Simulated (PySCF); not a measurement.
Potential energy curve for CH₃Cl, SMILES CCl. The C1–H5 bond (C1 also carries Cl, H, H; H5 carries nothing else) is pulled apart rigidly from the PBE0/def2-TZVP optimised geometry.

```
5

C      0.0000     0.0000     0.0000
Cl     1.4699    -0.8138    -0.5668
H      0.0000     1.0199    -0.3771
H     -0.8644    -0.5414    -0.3771
H      0.0000     0.0000     1.0874
```

RKS-BLYP = restricted BLYP/6-31G in PySCF; RHF/6-31G (PySCF); CASSCF(2,2)/6-31G (PySCF).

Energies are in mEh, each relative to the lowest point of its own curve near equilibrium.

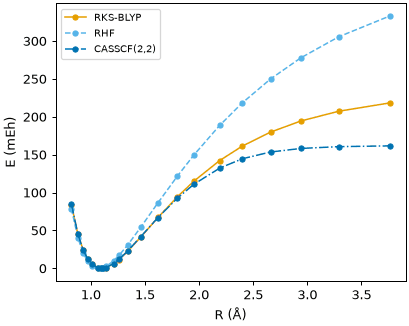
Figure: Energy against bond length for each method.

| R / Å | RKS-BLYP | RHF | CASSCF(2,2) |
|---|---|---|---|
| 0.82 | 84.2 | 78.8 | 85.0 |
| 0.88 | 44.9 | 40.2 | 45.2 |
| 0.93 | 23.7 | 19.9 | 23.8 |
| 0.97 | 12.6 | 9.6 | 12.5 |
| 1.01 | 5.4 | 3.4 | 5.3 |
| 1.07 | 0.4 | 0.0 | 0.4 |
| 1.09 | 0.0 | 0.1 | 0.0 |
| 1.11 | 0.1 | 0.8 | 0.1 |
| 1.14 | 1.0 | 2.6 | 1.1 |
| 1.21 | 6.1 | 10.0 | 6.4 |
| 1.26 | 11.6 | 17.2 | 12.0 |
| 1.34 | 22.5 | 30.9 | 23.0 |
| 1.46 | 41.3 | 54.2 | 41.7 |
| 1.62 | 67.2 | 86.6 | 67.1 |
| 1.80 | 94.6 | 121.9 | 92.8 |
| 1.95 | 114.9 | 149.4 | 110.8 |
| 2.19 | 142.3 | 188.8 | 132.4 |
| 2.40 | 161.5 | 218.6 | 144.7 |
| 2.66 | 179.9 | 250.0 | 153.6 |
| 2.94 | 194.5 | 277.9 | 158.3 |
| 3.29 | 207.4 | 305.7 | 160.7 |
| 3.76 | 218.3 | 333.0 | 161.7 |

At the longest distance, 3.76 Å, RHF lies highest above its minimum (333.0 mEh) and CASSCF(2,2) lowest (161.7 mEh).

The restricted form behind RKS-BLYP, RHF keeps the bonding electrons paired and can't separate into open-shell fragments.
